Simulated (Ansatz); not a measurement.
Electronic density of states of amorphous Zr$_{20}$O$_{41}$Be, density 5.24 g/cm³, on a 2×2×2 Γ-centred mesh with a Gaussian width of 0.1 eV; energies count from the Fermi level, whose place inside the gap is arbitrary. Cell and mesh are small, so fine structure isn't converged. These are PBE, scalar-relativistic without spin-orbit coupling (plane waves to 420 eV, PAW; Ansatz, an electronic-structure program) values and carry that method's errors. Sampling: a 2×2×2 Γ-centred mesh; Fermi-Dirac width 0.02 eV; no spin polarisation. At PBE the levels at the filled edge of the gap are localised (band-tail or defect states).

Preparation: random packing, a CHGNet melt and quench, and a DFT relaxation. O atoms were pushed apart under 1.9 Å during the dynamics, to hinder bonds among them. The hot cell started wider than the set density and was brought back towards it in steps. It is the lowest in DFT energy of 2 quenches. It is a model cell: composition and starting density were chosen by hand, and all elements were melted together. No dispersion term was used. Its density started from a set value of 5.24 and ended at 5.24 g/cm³. The quench (nominally 380 K/ps over its main leg) was far faster than any real one, so the model tends to hold more defects than a real film. A cell of this size samples the disorder only roughly. The volume was held where the preparation left it and the shape relaxed, at a PBE pressure of -1.2 GPa (tension). Stress components on the final sampling reach 1.3 GPa. On a 2×2×2 Γ-centred mesh force components of up to 0.15 eV/Å stay, since the relaxation ran on the zone centre alone.

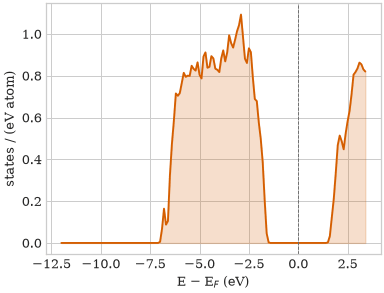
Figure: Density of states per atom

The level gap on this mesh is 3.38 eV; the broadening fills part of it in the curve.
